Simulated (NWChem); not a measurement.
**One shape, several levels: C2H8N2 (1,2-dimethylhydrazine)**

We compute a comparison of 3 runs (PBEsol/LANL2DZ, B1B95-D3(0)/6-311+G**, OLYP/6-311++G**) of C2H8N2 (1,2-dimethylhydrazine). 

Program for the calculation: NWChem 7.3.0.

3 further runs of the same task are left out: 1 that didn't finish, 2 set aside as unsound or not needed.

## (1) Starting point

C2H8N2 has 12 atoms, charge 0, and is taken as a singlet. As SMILES, `CNNC`. The shape is that of a GFN2-xTB optimisation. This is one conformer, not always the lowest.

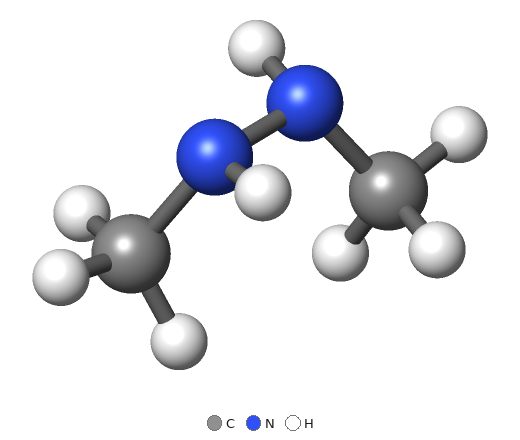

The structure, seen from a chosen angle (carbon grey, nitrogen blue, hydrogen white).

## (2) Energy and forces at PBEsol/LANL2DZ (density fitting with ahlrichs coulomb fitting) (run 1)

File c2h8n2.nw:

```
echo
start c2h8n2
title "C2H8N2 PBEsol"
memory stack 880 mb heap 220 mb global 1100 mb

geometry units angstrom noautosym nocenter noautoz
  C       -1.110020       0.997050      -0.221620
  N       -0.864130      -0.071800       0.736770
  N        0.477080      -0.462720       0.923380
  C        1.224170      -0.839550      -0.268640
  H       -0.875310       0.742120      -1.263930
  H       -2.163920       1.261090      -0.158000
  H       -0.516310       1.865090       0.069560
  H       -1.390760      -0.902780       0.477500
  H        0.951060       0.295740       1.408280
  H        1.392400      -0.021540      -0.982890
  H        0.685090      -1.641470      -0.775170
  H        2.190640      -1.221240       0.054750
end

basis "ao basis" spherical
  * library "lanl2dz ecp"
end

basis "cd basis" spherical
  * library "ahlrichs coulomb fitting"
end

dft
  xc gga_x_pbe_sol gga_c_pbe_sol
  grid coarse
  direct
  iterations 100
  mulliken
end

task dft gradient
```

Run with:

```bash
$ nwchem c2h8n2.nw > c2h8n2.out
```

The program printed:

```text
[...]
          Wavefunction type:  closed shell.
          No. of atoms     :    12
          No. of electrons :    34
[...]
          Charge           :     0
          Spin multiplicity:     1
[...]
          AO basis - number of functions:    52
[...]
              XC Information
              --------------
          Using LibXC version      7.1.2
                                     gga_x_pbe_sol  1.000
                                     gga_c_pbe_sol  1.000
[...]
 d= 0,ls=0.0,diis     1   -189.3821140970 -3.26D+02  2.30D-02  4.01D-01     0.7
[...]
 d= 0,ls=0.0,diis     7   -189.4204044594 -1.87D-07  4.31D-06  6.04D-09     2.7
         Total DFT energy =     -189.420404459378
      One electron energy =     -527.530757141550
           Coulomb energy =      227.668276868773
    Exchange-Corr. energy =      -26.626803842601
 Nuclear repulsion energy =      137.068879656000
[...]
      Total Density - Mulliken Population Analysis
     ---------------------------------------------
    Atom       Charge   Shell Charges
 -----------   ------   -------------------------------------------------------
    1 C    6     6.67   2.00  0.72  0.69  2.72  0.56
    2 N    7     7.30   2.00  0.83  0.73  3.02  0.72
    3 N    7     7.30   2.00  0.83  0.73  3.02  0.72
    4 C    6     6.67   2.00  0.72  0.69  2.72  0.56
    5 H    1     0.79   0.51  0.28
    6 H    1     0.75   0.51  0.25
    7 H    1     0.77   0.51  0.26
    8 H    1     0.72   0.50  0.22
    9 H    1     0.72   0.50  0.22
   10 H    1     0.79   0.51  0.28
[...]
  wavefunction    = closed shell
                         DFT ENERGY GRADIENTS
    atom               coordinates                        gradient
                 x          y          z           x          y          z
   1 C      -2.097634   1.884151  -0.418801   -0.001239  -0.000301   0.000640
   2 N      -1.632969  -0.135682   1.392293    0.010594   0.003025  -0.002549
   3 N       0.901550  -0.874414   1.744935   -0.008227   0.000318  -0.007842
   4 C       2.313346  -1.586519  -0.507656    0.000797  -0.000623   0.001358
   5 H      -1.654096   1.402403  -2.388481   -0.002923  -0.000101   0.012245
   6 H      -4.089216   2.383115  -0.298577    0.011010  -0.005092   0.000780
   7 H      -0.975684   3.524509   0.131449   -0.003947  -0.010497  -0.001179
   8 H      -2.628155  -1.706007   0.902344    0.009877   0.009949  -0.005441
   9 H       1.797243   0.558868   2.661263   -0.005467  -0.003894  -0.013479
  10 H       2.631254  -0.040705  -1.857393   -0.002207  -0.006905   0.009939
  11 H       1.294632  -3.101929  -1.464859    0.002718   0.008943   0.006582
[...]
```

It took 4.2 s on 1 thread of Intel Xeon 6975P-C (Granite Rapids), shared host; peak memory 0.11 GiB.

## (3) A single-point energy at B1B95-D3(0)/6-311+G(d,p) (run 2)

File calc.nw:

```
start calc
memory stack 880 mb heap 220 mb global 1100 mb
geometry units atomic noautosym nocenter noautoz
 C   -2.09763379   1.88415143  -0.41880110
 N   -1.63296904  -0.13568234   1.39229352
 N    0.90155054  -0.87441407   1.74493531
 C    2.31334603  -1.58651957  -0.50765603
 H   -1.65409617   1.40240355  -2.38848154
 H   -4.08921616   2.38311472  -0.29857673
 H   -0.97568450   3.52450930   0.13144935
 H   -2.62815551  -1.70600695   0.90234422
 H    1.79724293   0.55886760   2.66126351
 H    2.63125466  -0.04070470  -1.85739291
 H    1.29463247  -3.10192874  -1.46485900
 H    4.13970964  -2.30780913   0.10346251
end
basis spherical
 * library 6-311+G**
end
dft
 xc b1b95
 mult 1
 disp vdw 3
 grid fine
 mulliken
end
task dft energy
```

Run with:

```bash
$ nwchem calc.nw > calc.out
```

The program printed:

```text
[...]
          Wavefunction type:  closed shell.
          No. of atoms     :    12
          No. of electrons :    34
[...]
          Charge           :     0
          Spin multiplicity:     1
[...]
          AO basis - number of functions:   136
[...]
              XC Information
              --------------
                        B1B95 Method XC Functional
                     Hartree-Fock (Exact) Exchange  0.280
                    Becke 1988 Exchange Functional  0.720
                         B95 Correlation Potential  1.000
[...]
 d= 0,ls=0.0,diis     1   -190.3947294222 -3.27D+02  1.33D-02  4.53D-01     4.9
[...]
 d= 0,ls=0.0,diis     7   -190.4347838354 -3.37D-07  4.04D-06  8.36D-08    28.6
         Total DFT energy =     -190.434783835443
      One electron energy =     -527.860146111466
           Coulomb energy =      227.975692039334
    Exchange-Corr. energy =      -27.613636433298
 Nuclear repulsion energy =      137.068869728400
    Dispersion correction =       -0.005563058414
[...]
      Total Density - Mulliken Population Analysis
     ---------------------------------------------
    Atom       Charge   Shell Charges
 -----------   ------   -------------------------------------------------------
    1 C    6     6.41   1.11  0.88  0.63  0.74  1.55  0.49  0.83  0.08  0.04  0.06
    2 N    7     7.26   1.10  0.90  0.77  0.87  1.79  0.69  1.15 -0.16  0.12  0.04
    3 N    7     7.26   1.10  0.90  0.77  0.87  1.79  0.69  1.15 -0.16  0.12  0.04
    4 C    6     6.41   1.11  0.88  0.63  0.74  1.55  0.49  0.83  0.08  0.04  0.06
    5 H    1     0.87   0.28  0.48  0.10  0.02
    6 H    1     0.84   0.28  0.47  0.08  0.02
    7 H    1     0.85   0.28  0.48  0.08  0.02
    8 H    1     0.76   0.28  0.41  0.03  0.04
    9 H    1     0.76   0.28  0.41  0.03  0.04
   10 H    1     0.87   0.28  0.48  0.10  0.02
[...]
```

Wall time 29 s (1 thread of Intel Xeon 6975P-C (Granite Rapids), shared host); peak memory 0.12 GiB.

## (4) A single-point energy at OLYP/6-311++G(d,p) (density fitting) (run 3)

File run.nw:

```
start run
title "C2H8N2 OLYP"
memory total 2200 mb

geometry noautosym nocenter noautoz
C     -1.110020     0.997050    -0.221620
N     -0.864130    -0.071800     0.736770
N      0.477080    -0.462720     0.923380
C      1.224170    -0.839550    -0.268640
H     -0.875310     0.742120    -1.263930
H     -2.163920     1.261090    -0.158000
H     -0.516310     1.865090     0.069560
H     -1.390760    -0.902780     0.477500
H      0.951060     0.295740     1.408280
H      1.392400    -0.021540    -0.982890
H      0.685090    -1.641470    -0.775170
H      2.190640    -1.221240     0.054750
end

basis spherical
* library 6-311++G**
end

basis "cd basis" spherical
* library "dgauss a2 dft coulomb fitting"
end

dft
xc optx lyp
grid medium
print medium
end

task dft energy
```

Run with:

```bash
$ nwchem run.nw > run.out
```

The program printed:

```text
[...]
          Wavefunction type:  closed shell.
          No. of atoms     :    12
          No. of electrons :    34
[...]
          Charge           :     0
          Spin multiplicity:     1
[...]
          AO basis - number of functions:   144
[...]
              XC Information
              --------------
                        Slater Exchange Functional  1.052 local
                      OPTX     Exchange Functional  1.432 non-local
              Lee-Yang-Parr Correlation Functional  1.000
[...]
 d= 0,ls=0.0,diis     1   -190.4168456243 -3.27D+02  2.85D-02  5.94D-01     2.2
[...]
 d= 0,ls=0.0,diis     9   -190.4624469748 -6.42D-08  1.49D-06  2.27D-08     9.5
         Total DFT energy =     -190.462446974755
      One electron energy =     -527.816158708703
           Coulomb energy =      227.943302791804
    Exchange-Corr. energy =      -27.658470713855
 Nuclear repulsion energy =      137.068879656000
[...]
```

It took 10 s on 1 thread of Intel Xeon 6975P-C (Granite Rapids), shared host; peak memory 0.12 GiB.

## (5) Overview of the runs

```
run                                                           level      task  integration grid  energy (Eh)  dipole moment (D)  HOMO energy (eV)  LUMO energy (eV)  wall time
  1  PBEsol/LANL2DZ (density fitting with ahlrichs coulomb fitting)  gradient            coarse  -189.420404               2.26             -4.04              1.93      4.2 s
  2                                           B1B95-D3(0)/6-311+G**    energy              fine  -190.434784               1.84             -6.14              0.50       29 s
  3                               OLYP/6-311++G** (density fitting)    energy            medium  -190.462447               1.73             -4.71             -0.91       10 s
```

## (6) Summary of results

| quantity | value |
| --- | --- |
| run 3: total energy | -190.46245 Eh |
| run 3: dipole moment | 1.73 D |
| run 3: HOMO energy | -4.71 eV |
| run 3: LUMO energy | -0.91 eV |
| run 3: HOMO–LUMO gap | 3.80 eV |

In words: The dipole moment (its size) runs from 1.73 D (OLYP/6-311++G**) to 2.26 D (PBEsol/LANL2DZ). The two ends differ in method and basis. The HOMO–LUMO gap runs from 3.80 eV (OLYP/6-311++G**) to 6.65 eV (B1B95-D3(0)/6-311+G**). Totals of different functionals can't be ranked against each other. All runs together took 44 s, the longest 29 s.
